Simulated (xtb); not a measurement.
**Calculation of the molecule and its ions of BSiH3OF2**

The run: calculation of the molecule and its ions of BSiH3OF2. Method and program: GFN1-xTB (xtb 6.7.1 later snapshot).

The geometry was optimised with GFN2-xTB.

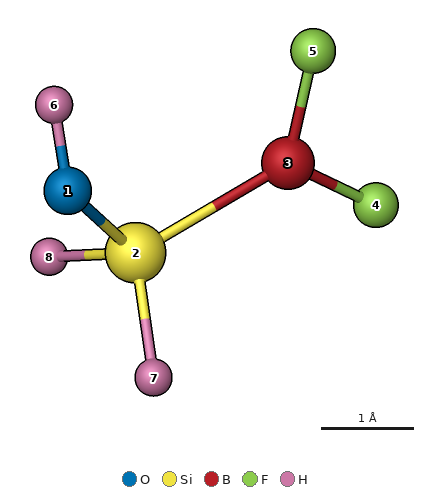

The input geometry (ball-and-stick view, seen at a tilt; atoms are numbered from 1 in the order of the input). Bond lengths as drawn: B–F 1.32 to 1.33 Å, B–Si 1.99 Å, H–O 0.95 Å, H–Si 1.46 to 1.47 Å and O–Si 1.63 Å.

**Input file (input.xyz)**
```
8

O     -0.60377900     0.53687000     1.55404200
Si    -0.09261500    -0.57163800     0.47414200
B      0.55444000     0.29133800    -1.19238900
F      1.29133000    -0.29478400    -2.11822000
F      0.27841800     1.54677500    -1.51705800
H     -1.17597400     1.26810300     1.33756600
H      0.93157600    -1.25313100     1.26093800
H     -1.18339600    -1.52352300     0.20096900
```

Hardware: 1 thread of Arm Neoverse V1, 24 GiB of memory available, shared host.

Command:
```bash
xtb input.xyz -c 0 --vipea --acc 0.1 --gfn2 | tee run.log
```

**Output**
```
* xtb version 6.7.1
   ID    Z sym.   atoms
    1    8 O      1
    2   14 Si     2
    3    5 B      3
    4    9 F      4, 5
    5    1 H      6-8

           -------------------------------------------------
          |                Calculation Setup                |
           -------------------------------------------------

          program call               : xtb input.xyz -c 0 --vipea --acc 0.1 --gfn2
          coordinate file            : input.xyz
          omp threads                :                     1

           -------------------------------------------------
          |                 G F N 1 - x T B                 |
           -------------------------------------------------

      * Hamiltonian:
        H0-scaling (s, p, d)           1.850000    2.250000    2.000000
        zeta-weighting                 0.000000
      * Dispersion:
        s8                             2.400000
        a1                             0.630000
        a2                             5.000000
        s9                             0.000000
      * Repulsion:
        kExp                           1.500000
        rExp                           1.000000
      * Coulomb:
        alpha                          2.000000
        third order                    atomic
        anisotropic                    false
      * Halogen bond correction:
        rad-scale                      1.300000
        damping                        0.440000

          ...................................................
          :                      SETUP                      :
          :.................................................:
          :  # basis functions                  32          :
          :  # atomic orbitals                  31          :
          :  # shells                           17          :
          :  # electrons                        30          :
          :  # halogen bonds                     0          :
          :  max. iterations                   250          :
          :  Hamiltonian                  GFN1-xTB          :
          :  restarted?                      false          :
          :  GBSA solvation                  false          :
          :  PC potential                    false          :
          :  electronic temp.          300.0000000     K    :
          :  accuracy                    0.1000000          :
          :  -> integral cutoff          0.3500000E+02      :
          :  -> integral neglect         0.1000000E-08      :
          :  -> SCF convergence          0.1000000E-06 Eh   :
          :  -> wf. convergence          0.2000000E-05 e    :
          :  Broyden damping             0.4000000          :
          :  net charge                          0          :
          :  unpaired electrons                  0          :
          ...................................................

 iter      E             dE          RMSdq      gap      omega  full diag
   1    -20.0667856 -0.200668E+02  0.687E+00    4.67       0.0  T
   2    -20.1287581 -0.619725E-01  0.386E+00    4.36       1.0  T
   3    -20.1300069 -0.124889E-02  0.103E+00    4.17       1.0  T
   4    -20.1308921 -0.885190E-03  0.221E-01    4.29       1.0  T
   5    -20.1311217 -0.229572E-03  0.126E-01    4.23       1.0  T
   6    -20.1312464 -0.124656E-03  0.134E-02    4.26       2.6  T
   7    -20.1312470 -0.648880E-06  0.983E-03    4.25       3.6  T
   8    -20.1312478 -0.804685E-06  0.764E-04    4.26      46.3  T
   9    -20.1312478 -0.367567E-08  0.365E-04    4.26      96.7  T
  10    -20.1312478 -0.653156E-09  0.215E-04    4.26     164.5  T
  11    -20.1312478 -0.358519E-09  0.134E-05    4.26    2644.3  T
  12    -20.1312478 -0.132161E-11  0.326E-06    4.26   10835.5  T

   *** convergence criteria satisfied after 12 iterations ***

         #    Occupation            Energy/Eh            Energy/eV
      -------------------------------------------------------------
         1        2.0000           -0.8521238             -23.1875
       ...           ...                  ...                  ...
         9        2.0000           -0.5673979             -15.4397
        10        2.0000           -0.5633500             -15.3295
        11        2.0000           -0.5407387             -14.7142
        12        2.0000           -0.5393319             -14.6760
        13        2.0000           -0.5262868             -14.3210
        14        2.0000           -0.4650012             -12.6533
        15        2.0000           -0.4373699             -11.9014 (HOMO)
        16                         -0.2809965              -7.6463 (LUMO)
        17                         -0.1981527              -5.3920
        18                         -0.1516326              -4.1261
        19                         -0.1307687              -3.5584
        20                         -0.0702013              -1.9103
       ...                                ...                  ...
        31                          1.3769623              37.4691
      -------------------------------------------------------------
                  HL-Gap            0.1563734 Eh            4.2551 eV
             Fermi-level           -0.3591832 Eh           -9.7739 eV

 SCC (total)                   0 d,  0 h,  0 min,  0.006 sec
 SCC setup                      ...        0 min,  0.000 sec (  1.203%)
 Dispersion                     ...        0 min,  0.000 sec (  0.580%)
 classical contributions        ...        0 min,  0.000 sec (  0.124%)
 integral evaluation            ...        0 min,  0.001 sec ( 21.757%)
 iterations                     ...        0 min,  0.002 sec ( 38.318%)
 molecular gradient             ...        0 min,  0.002 sec ( 36.165%)
 printout                       ...        0 min,  0.000 sec (  1.637%)

         :::::::::::::::::::::::::::::::::::::::::::::::::::::
         ::                     SUMMARY                     ::
         :::::::::::::::::::::::::::::::::::::::::::::::::::::
         :: total energy             -20.032087366002 Eh    ::
         :: gradient norm              0.041978999384 Eh/a0 ::
         :: HOMO-LUMO gap              4.255137810739 eV    ::
         ::.................................................::
         :: SCC energy               -20.131247816416 Eh    ::
         :: -> electrostatic           0.070646921571 Eh    ::
         :: repulsion energy           0.101131726799 Eh    ::
         :: dispersion energy         -0.001971276385 Eh    ::
         :: halogen bond corr.         0.000000000000 Eh    ::
         :: add. restraining           0.000000000000 Eh    ::
         :: total charge               0.000000000000 e     ::
         :::::::::::::::::::::::::::::::::::::::::::::::::::::

           -------------------------------------------------
          |        vertical delta SCC IP calculation        |
           -------------------------------------------------

 iter      E             dE          RMSdq      gap      omega  full diag
   1    -19.5657644 -0.195658E+02  0.139E+00    4.26       0.0  T
   2    -19.5782920 -0.125277E-01  0.101E+00    3.93       1.0  T
   3    -19.5796806 -0.138863E-02  0.676E-01    3.87       1.0  T
   4    -19.5797663 -0.856885E-04  0.245E-01    3.79       1.0  T
   5    -19.5798488 -0.824675E-04  0.113E-01    3.83       1.0  T
   6    -19.5799563 -0.107534E-03  0.430E-02    3.82       1.0  T
   7    -19.5799644 -0.807479E-05  0.166E-02    3.82       2.1  T
   8    -19.5799675 -0.310133E-05  0.412E-03    3.82       8.6  T
   9    -19.5799676 -0.108436E-06  0.172E-03    3.82      20.5  T
  10    -19.5799676  0.275403E-07  0.220E-03    3.82      16.1  T
  11    -19.5799677 -0.733635E-07  0.112E-04    3.82     316.9  T
  12    -19.5799677 -0.383693E-10  0.865E-05    3.82     408.6  T
  13    -19.5799677 -0.109836E-09  0.117E-05    3.82    3020.6  T
  14    -19.5799677 -0.163070E-11  0.299E-07    3.82  100000.0  T
     SCC iter.                  ...        0 min,  0.002 sec
     gradient                   ...        0 min,  0.002 sec
------------------------------------------------------------------------
empirical IP shift (eV):    4.8455
delta SCC IP (eV):   10.1556
------------------------------------------------------------------------
           -------------------------------------------------
          |        vertical delta SCC EA calculation        |
           -------------------------------------------------

 iter      E             dE          RMSdq      gap      omega  full diag
   1    -20.2107030 -0.202107E+02  0.317E+00    2.99       0.0  T
   2    -20.2759258 -0.652229E-01  0.180E+00    1.59       1.0  T
   3    -20.2814295 -0.550367E-02  0.131E+00    1.34       1.0  T
   4    -20.2829755 -0.154600E-02  0.604E-01    1.05       1.0  T
   5    -20.2830033 -0.278218E-04  0.890E-02    1.12       1.0  T
   6    -20.2830227 -0.194208E-04  0.344E-02    1.11       1.0  T
   7    -20.2830263 -0.354691E-05  0.106E-02    1.11       3.3  T
   8    -20.2830267 -0.428119E-06  0.161E-03    1.11      22.0  T
   9    -20.2830267 -0.733688E-08  0.796E-04    1.11      44.4  T
  10    -20.2830267 -0.215916E-08  0.563E-05    1.11     628.2  T
  11    -20.2830267 -0.700950E-11  0.348E-05    1.11    1015.8  T
  12    -20.2830267 -0.369127E-11  0.639E-06    1.11    5534.8  T
  13    -20.2830267 -0.746070E-13  0.158E-06    1.11   22307.4  T
     SCC iter.                  ...        0 min,  0.002 sec
     gradient                   ...        0 min,  0.002 sec
------------------------------------------------------------------------
empirical EA shift (eV):    4.8455
delta SCC EA (eV):   -0.7154
------------------------------------------------------------------------
           -------------------------------------------------
          |                Property Printout                |
           -------------------------------------------------

    * Orbital Energies and Occupations

         #    Occupation            Energy/Eh            Energy/eV
      -------------------------------------------------------------
         1        2.0000           -0.6021902             -16.3864
       ...           ...                  ...                  ...
         4        2.0000           -0.4460160             -12.1367
         5        2.0000           -0.3854534             -10.4887
         6        2.0000           -0.3628416              -9.8734
         7        2.0000           -0.3575334              -9.7290
         8        2.0000           -0.3352012              -9.1213
         9        2.0000           -0.3267098              -8.8902
        10        2.0000           -0.3207035              -8.7268
        11        2.0000           -0.3171168              -8.6292
        12        2.0000           -0.2967410              -8.0747
        13        2.0000           -0.2835941              -7.7170
        14        2.0000           -0.2607463              -7.0953
        15        2.0000           -0.2053124              -5.5868
        16        1.0000           -0.0264432              -0.7196 (HOMO)
        17                          0.0142895               0.3888 (LUMO)
        18                          0.0663233               1.8047
        19                          0.0907614               2.4697
        20                          0.1365050               3.7145
        21                          0.1486255               4.0443
        22                          0.1856932               5.0530
        23                          0.2558182               6.9612
        24                          0.3048558               8.2955
        25                          0.4247241              11.5573
        26                          0.5665515              15.4167
        27                          0.6620702              18.0158
       ...                                ...                  ...
        31                          1.5989952              43.5109
      -------------------------------------------------------------
                  HL-Gap            0.0407327 Eh            1.1084 eV
             Fermi-level           -0.0609773 Eh           -1.6593 eV

  Mulliken/CM5 charges         n(s)   n(p)   n(d)
     1     -0.53534 -0.71494   1.656  4.880  0.000
     2     -0.01277 -0.16590   1.137  2.017  0.859
     3      0.27914  0.14419   0.862  1.859  0.000
     4     -0.39887 -0.34437   1.809  5.590  0.000
     5     -0.40089 -0.34708   1.811  5.590  0.000
     6      0.32645  0.50772   0.674  0.000  0.000
     7     -0.12019 -0.02910   1.120  0.000  0.000
     8     -0.13752 -0.05053   1.138  0.000  0.000

Wiberg/Mayer (AO) data.
largest (>0.10) Wiberg bond orders for each atom

 ---------------------------------------------------------------------------
     #   Z sym  total        # sym  WBO       # sym  WBO       # sym  WBO
 ---------------------------------------------------------------------------
     1   8      2.190 --     2      1.300     6      0.866
     2  14      4.677 --     3      1.355     1      1.300     7      0.939
                             8      0.934
     3   5      3.156 --     2      1.355     4      0.874     5      0.865
     4   9      0.975 --     3      0.874
     5   9      0.972 --     3      0.865
     6   1      0.903 --     1      0.866
     7   1      0.988 --     2      0.939
     8   1      0.986 --     2      0.934
 ---------------------------------------------------------------------------

Topologies differ in total number of bonds
Writing topology from bond orders to xtbtopo.mol

 dipole moment from electron density (au)
     X       Y       Z
  -1.2472   0.2950   1.1973  total (Debye):    4.458

           -------------------------------------------------
          | TOTAL ENERGY              -20.183866267940 Eh   |
          | GRADIENT NORM               0.172342237146 Eh/α |
          | HOMO-LUMO GAP               1.108393265275 eV   |
           -------------------------------------------------

------------------------------------------------------------------------
------------------------------------------------------------------------
 total:
 *  cpu-time:     0 d,  0 h,  0 min,  0.022 sec
 * ratio c/w:     0.999 speedup
 SCF:
 *  cpu-time:     0 d,  0 h,  0 min,  0.017 sec
 * ratio c/w:     0.999 speedup
```

**Standard error**
```
normal termination of xtb
```

**Key numbers**

| quantity | value |
| --- | --- |
| outcome | converged |
| electrons treated | 30 |
| total energy | −20.032087 hartree |
| dispersion energy | −0.001971 hartree |
| basis functions | 32 |
| peak memory | 0.074 GiB |

**Remarks**

Settings chosen away from the usual ones: method = gfn2-xtb; task = vipea; x = {"accuracy": 0.1}; geo = {"prev": "A"}.
